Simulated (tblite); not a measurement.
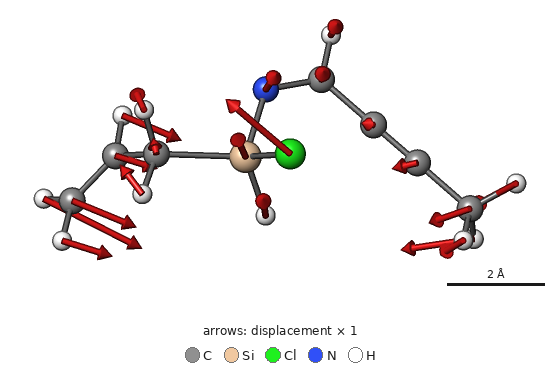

A relaxation of C7H10ClNSi. The starting structure is drawn; red arrows show the displacements, at their true length. The two geometries are superimposed by the best rigid fit.

A ball-and-stick model, seen at a tilt.

All numbers below come from tblite 0.8.0, GFN2-xTB geometry optimisation, gas phase. 

### What did the optimiser do to the structure, and how much energy did it gain?

The largest move after the best rigid fit is that of an H atom, 2.32 Å. Largest moves by element: H 2.32 Å, Cl 2.02 Å, C 1.48 Å, N 1.11 Å, Si 1.07 Å. Near-neighbour distances that change, for instance: C–Si 1.867 → 1.911 Å, C–C 1.525 → 1.485 Å, Cl–Si 2.061 → 2.023 Å, C–N 1.295 → 1.262 Å. Among the angles between lasting bonds that change: Si–N–C 125.0° → 136.1°, N–Si–H 110.6° → 120.3°, Cl–Si–N 110.1° → 103.6°. Groups turn about N–Si by about 60°. The energy falls by 0.247 eV in 196 geometry steps.
